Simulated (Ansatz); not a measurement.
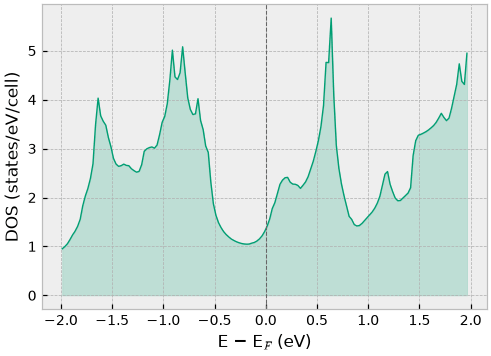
Fig. 1. Density of states of Hf₂Cu (I4/mmm) near the Fermi level, Ansatz (a first-principles code) with PBEsol, rigid bands.

Problem. With 3 atoms a cell, what bare Sommerfeld coefficient γ = (π²/3) k_B² N(E_F) follows?

Solution. N(E_F) ≈ 1.40 states/eV a cell at 300 K, so γ ≈ 1.10 mJ/(mol of atoms·K²), before many-body enhancement (phonons, spin fluctuations, correlation).

Problem. How far does the Fermi level move in a rigid band for 0.1 electron a cell added or removed?

Solution. 64 meV and -80 meV.

A metal at this level (no band gap); rigid bands, thermally averaged at 300 K, both spins. Spin-orbit coupling is left out, which matters with elements this heavy. Geometry: cell and atoms relaxed with PBEsol.

Formula and space group known from diffraction (Crystallography Open Database), not checked to be the room-temperature form: Hf2Cu (I4/mmm).
